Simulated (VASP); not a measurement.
Energy against volume of Ta (bcc). All values below come from SCAN meta-GGA, VASP's PBE PAW potentials (set 64) (plane waves; VASP 6.6.1).

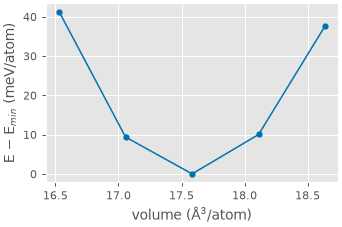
Energy against volume

Task: Estimate the equilibrium volume and the bulk modulus.

Result: The minimum lies near 17.6 Å³/atom, and the curvature gives B0 of about 200 GPa.

Measured: bulk modulus 198 GPa at 0 K (computed value off by +1.0 %), as given by H. Levämäki et al., Physical Review B (2014), arXiv:1402.3671 [corrected for temperature and zero-point phonon effects]; a 3.299 Å at 0 K (computed value off by -0.7 %), as given by Daniel Mejia-Rodriguez et al., Physical Review B (2018), arXiv:1807.09216 [static lattice: zero-point anharmonic expansion removed].

The compound is Ta in the bcc structure. It was relaxed first.
